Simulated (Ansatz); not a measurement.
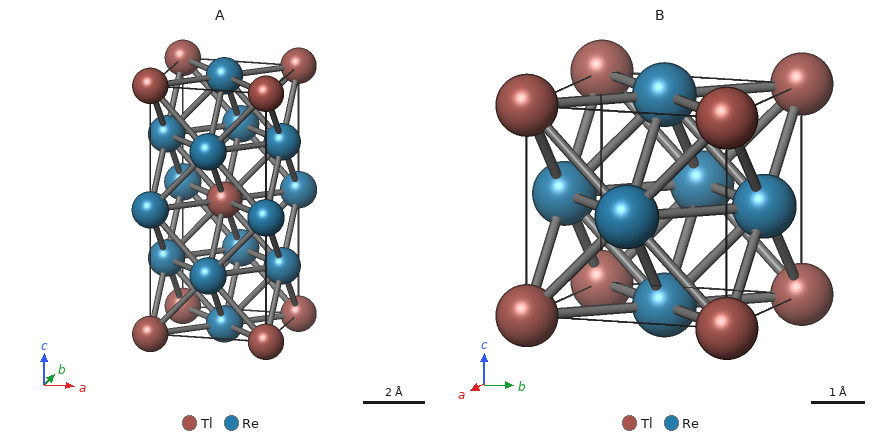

Two structures of TlRe$_{3}$, each relaxed to rest (conventional cells in solid outline, small ones repeated, not to one scale). Method: DFT PBE, scalar-relativistic, plane waves, PAW in Ansatz, without spin polarisation.

Question: Give the type and space group of each.

Answer: A: 8 atoms a cell on a body-centred tetragonal lattice, I4/mmm. B: Cu₃Au (L1₂) type, Pm-3m.

Question: Which form lies lower?

Answer: A is lower, by 153 meV/atom at this level of theory (energies at zero smearing). Volumes: A 16.4, B 16.5 Å³/atom.

One or both may be structure types tried for this composition rather than known phases.
